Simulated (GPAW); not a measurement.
The Na K edge of atom 1 in NaHF2 (R-3m), with 6 F at 2.32 Å (distorted octahedral, site symmetry -3m), was computed in 2 ways: full core hole (charged cell) and no core hole. Program and functional: GPAW, LDA, Gaussian full width 0.9 eV up to 4 eV, rising linearly to 3.5 eV at 25 eV; cells of 4 and 24 atoms (the run without a hole in the smaller).

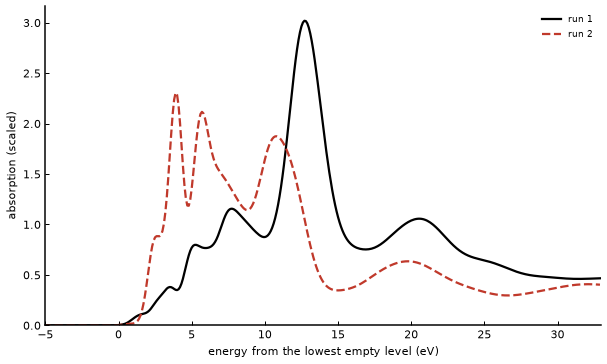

Each run is counted from its own lowest empty level or Fermi level and scaled to a mean of 1 over its first 20 eV.

Question: Which run is which?

Run 1: no core hole (area from −2 to 6 eV 2.0, main maxima 7.7 eV (1.16), 12.7 eV (3.02) and 20.5 eV (1.06)). Run 2: full core hole (charged cell) (area from −2 to 6 eV 6.1, main maxima 3.9 eV (2.31), 5.7 eV (2.12), 10.8 eV (1.87) and 19.8 eV (0.64)). With each curve scaled to its own mean, the area from −2 to 6 eV with the hole is 6.1 against 2.0, and the centre of weight from −1 to 20 eV moves by -2.8 eV: the hole pulls the absorber's empty states down.

[Hosts, paths, dates, database ids (printed as entryN), source tags and the programs' standing remarks are cut or masked in the printed files.]

[Lists of maxima count a maximum above −3 eV only where it reaches 4 % of the highest in the window and stands out from its surroundings by 2 % of it (1.5 % where it reaches 55 %); shoulders and weaker maxima are passed over, and of the rest the first, up to two pre-edge ones and the few strongest are named.]
